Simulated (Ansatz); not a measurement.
The reference is KTaO₃ in the cubic perovskite structure (space group Pm-3m, No. 221; a = 4.024 Å).

The same geometry is solved again with r2SCAN.

Levels (all Ansatz, a first-principles code, PAW): r2SCAN (500 eV, spin-orbit coupling left out); PBE (420 eV, no spin-orbit coupling).

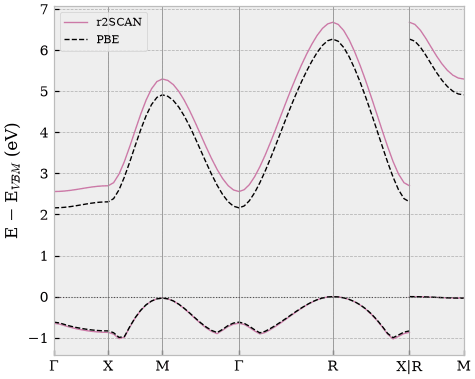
Figure: Highest valence and lowest conduction band along the path, each from its own valence-band maximum

The gap is 2.56 eV, indirect, R → Γ; the base has 2.16 eV.

Single points use the geometry relaxed with PBE. Spin-orbit coupling, missing from the scalar runs, can matter with Ta. Stability against distortions was not tested.
